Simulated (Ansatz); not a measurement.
One stationary structure of SnTe. These are PBE (plane waves to 420 eV, PAW, scalar-relativistic; Ansatz, a first-principles code) values and carry that method's errors.

Fm-3m (No. 225), cF8, rock salt type; a = 6.4095 Å, b = 6.4095 Å, c = 6.4095 Å, α = 90.00°, β = 90.00°, γ = 90.00°.

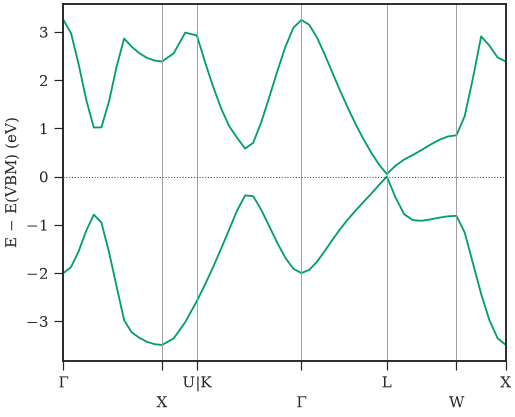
*Highest filled and lowest empty band along the path of this cell's Brillouin zone*

### Question
Read off the gap and say whether it is direct.

### Answer
0.05 eV, direct at L (no spin-orbit coupling).

### Question
How far does the top valence band disperse along this path?

### Answer
About 3.5 eV.

No spin polarisation in the result. Without spin-orbit coupling the bands of the heavy element are not split, so the gap can be far off.

Measured for SnTe: a 6.316 Å (room temperature; as listed in Ayanesh Maiti et al., Applied Physics Letters (2022)); gap 0.18 eV (room temperature; as listed in DAVID J. SINGH, Functional Materials Letters (2010)). Computed minus measured — a: PBE +1.5 %; gap: PBE -0.13 eV. The computed values are for a static lattice, and a measured gap can be an optical one, lowered by exciton binding.

The run could not lose the symmetry of its start.
